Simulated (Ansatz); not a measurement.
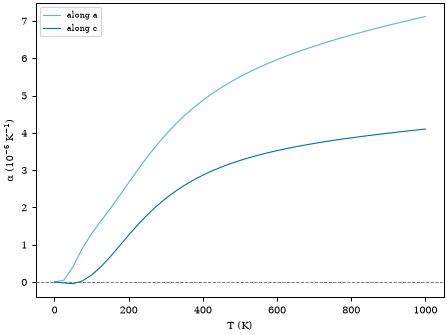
Fig. 1. Linear thermal expansion of IrO2 (rutile, P4_2/mnm) from the quasi-harmonic free energy, DFT at the PBEsol level (Ansatz, a quantum-chemistry and plane-wave program)

The cell was generated from a structure type, relaxed within its symmetry, and need not be the phase found at ambient conditions. The run noted for some of its cells that some bands missed the eigensolver's tolerance. Spin-orbit coupling is not included.

Question: Read off α in the basal plane at 400 K, and say whether it is negative anywhere.

Answer: About 4.9 × 10⁻⁶ K⁻¹. It is not negative in the range shown.

The PAW data sets were generated under PBE and serve the other functionals too.
